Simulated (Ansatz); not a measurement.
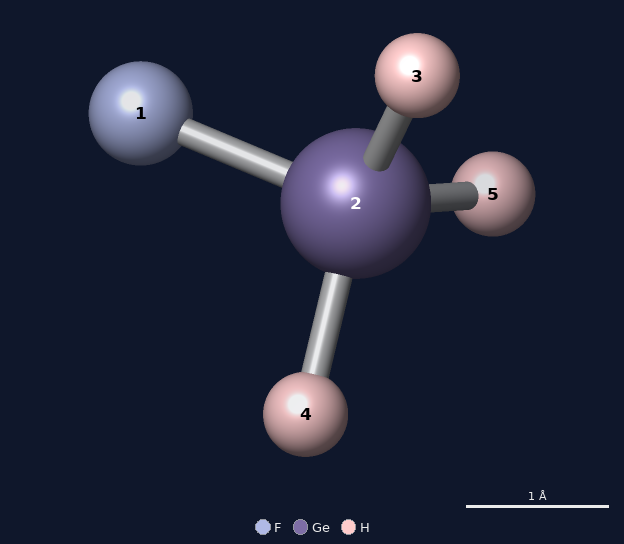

Figure made from data computed with Ansatz.

Numbered structure. Geometry: moved along internal coordinates away from the minimum.

List the bonds and their lengths.

| bond | length (Å) |
| --- | --- |
| F1–Ge2 | 1.742 |
| Ge2–H3 | 1.533 |
| Ge2–H4 | 1.533 |
| Ge2–H5 | 1.533 |
